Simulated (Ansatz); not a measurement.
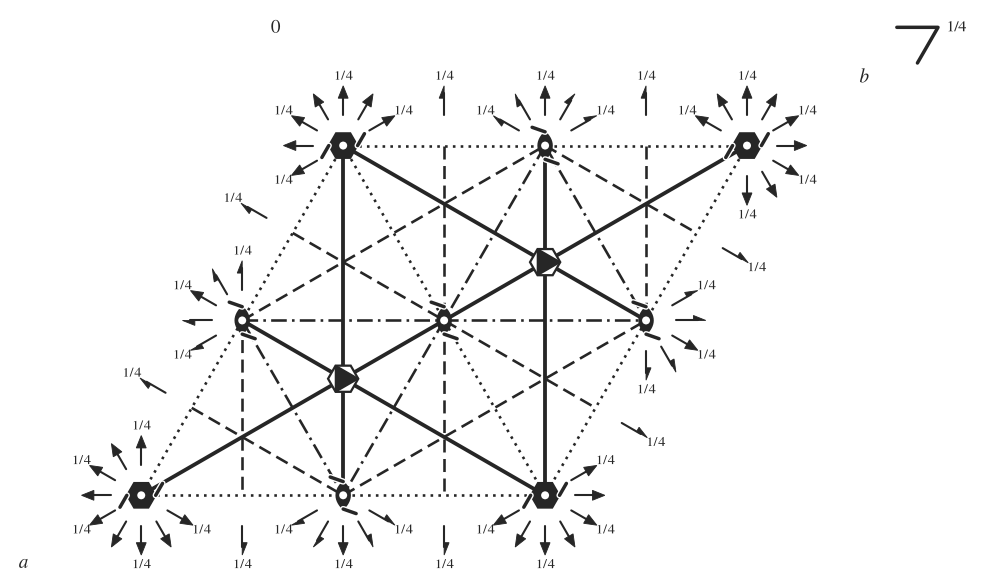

Symmetry elements of a space group, projected down c, computed from the operations of a computed or model structure of composition Co.

Symbols follow the International Tables: origin at the upper left, the third axis towards the viewer; heavy, dashed, dotted, dash-dotted and dash-dot-dot lines are mirror, in-plane glide, out-of-plane glide, diagonal (n; with arrows d) and double (e) glide planes seen edge on; arrows at the rim are 2 (full head) and 2₁ (half head) axes in the plane; the corner sign is a plane parallel to the page; fractions are heights. Handed screw axes carry their printed symbol instead of tails.

Identify the space group.

P6₃/mmc (No. 194); primitive hexagonal, point group 6/mmm, 24 general positions a cell.

List the elements shown.

−6 axes along c at (1/3, 2/3), (2/3, 1/3); 6₃ axes along c at (0, 0); 2₁ axes along c at (0, 1/2), (1/2, 0), (1/2, 1/2); inversion centres at (0, 0), (0, 1/2), (1/2, 0), (1/2, 1/2); mirror planes holding c and [1 2 0] or [2 1 0] or [−1 1 0]; in-plane glide planes holding c and [1 2 0] or [2 1 0] or [−1 1 0]; c glide planes normal to a*, at x = 0; n glide planes normal to a*, at x = 1/2; c glide planes normal to b*, at y = 0; n glide planes normal to b*, at y = 1/2; c glide planes holding c and [1 1 0]; diagonal glide planes holding c and [1 1 0]; a mirror plane normal to c at height 1/4; 2 axes along [1 1 0] at height 0; 2 axes along [1 2 0] at height 1/4; 2 axes along [2 1 0] at height 1/4; 2 axes along [−1 1 0] at height 1/4; 2 axes along a at height 0; 2 axes along b at height 0; 2₁ axes along [1 1 0] at height 0; 2₁ axes along [1 2 0] at height 1/4; 2₁ axes along [2 1 0] at height 1/4; 2₁ axes along [−1 1 0] at height 1/4; 2₁ axes along a at height 0; 2₁ axes along b at height 0. Heights repeat every half period; positions are (a, b) fractions, modulo 1.
